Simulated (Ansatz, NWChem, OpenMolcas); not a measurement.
**How basis sets differ on CH7FSi2 (SMILES F[SiH2]C[SiH3])**

CH7FSi2: 11 atoms, total charge 0, spin state singlet. SMILES: `F[SiH2]C[SiH3]`. Geometry: relaxed at PBE0-D4/def2-TZVP. This is one conformer, not always the lowest.

Quantity: the HOMO–LUMO gap, in eV. The values are calculated.

| level | kind | program | value (eV) | CPU time |
| --- | --- | --- | --- | --- |
| HF/ANO-XS-MB (DKH2) | Hartree–Fock | OpenMolcas | 18.74 | 2.6 s |
| HF/STO-3G | Hartree–Fock | Ansatz | 22.18 | 0.41 s |
| HF/3-21G | Hartree–Fock | Ansatz | 16.29 | 0.95 s |
| HF/6-31G* (spherical functions) | Hartree–Fock | Ansatz | 15.84 | 2.6 s |
| HF/def2-SVP | Hartree–Fock | NWChem | 16.14 | 17 s |

The values span 15.84 to 22.18 eV. A Hartree–Fock LUMO above zero doesn't converge with the basis: it sinks as sets grow more diffuse. Orbital gaps aren't excitation energies. Times are those of the runs behind each value, whatever else they computed, on shared processors of several kinds: orders of magnitude only.

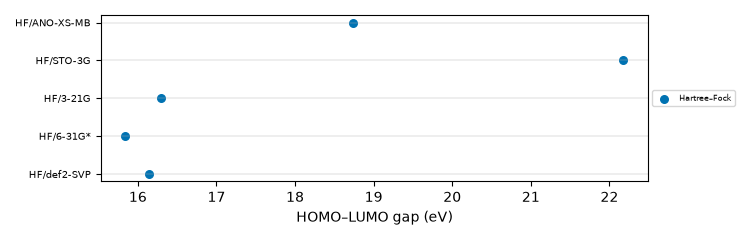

The values of the table, level by level.
